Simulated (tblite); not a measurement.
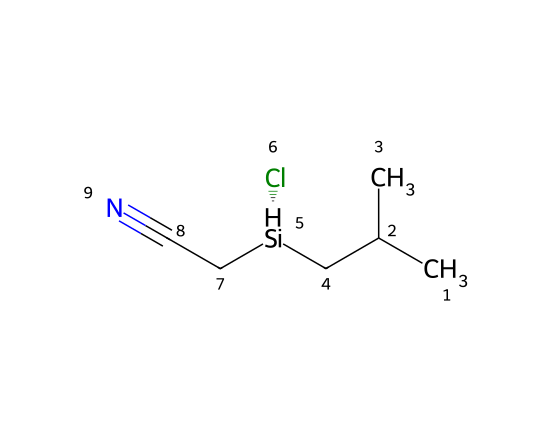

Skeletal drawing with numbered atoms; wedges and dashes mark any stereocentres. The configuration is that of a computed structure (GFN2-xTB).

### Give the R/S and E/Z labels.

Si5: R.

### Write the isomeric SMILES.

CC(C)C[Si@@H](Cl)CC#N
